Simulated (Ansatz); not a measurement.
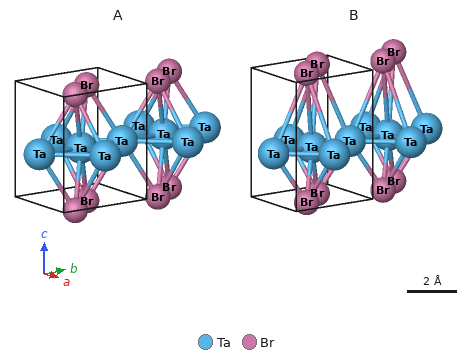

Two geometries of solid Ta3Br2 (built on the random type) (coarse preliminary run), drawn at one scale. One is the start of a relaxation, the other its converged end. The picture is a ball-and-stick view of the cell of the calculation, repeated 1 × 2 × 1 with one cell outlined, seen slightly off an axis.

Level of theory: Ansatz, DFT PBE, scalar-relativistic, plane waves, PAW. Settings: plane-wave cutoff 420 eV; k-point mesh 6 × 6 × 4; occupations gaussian; smearing width 0.1 eV; no spin polarisation; cell and atoms relaxed; force threshold 0.04 eV/Å; at most 70 steps.

Which geometry has the lower energy?

Answer. Structure A is the relaxed one. Case: random cell with space group P6mm (No. 183). The largest moves relative to the cell, 0.31 Å, are those of Br atoms. By element the largest moves are Br 0.31 Å, Ta 0.21 Å. Cell: a = b 5.114 → 5.534 Å (+8.2 %), c 5.419 → 4.860 Å (−10.3 %). Volume +5.0 %. Some distances before and after: Br–Ta 3.609 → 2.910 Å, Br–Ta 2.588 → 2.907 Å, Ta–Ta 2.557 → 2.767 Å. Bond angles that change, for instance: Br–Ta–Br 69.5° → 66.7°, Ta–Br–Ta 59.2° → 56.8°. The space group (tolerance 0.01 Å) goes from P6mm (No. 183) to P6/mmm (No. 191). The energy falls by 373 meV per atom in 5 accepted moves (6 points after the start). The largest force component goes from 1.6 to 0.0032 eV/Å. Pressure: 19.60 GPa at the start and 0.07 GPa at the end. At 1 point the geometry stayed and the basis and grid were re-selected for the new cell (energy shift of 0.7 meV per atom at most each time).
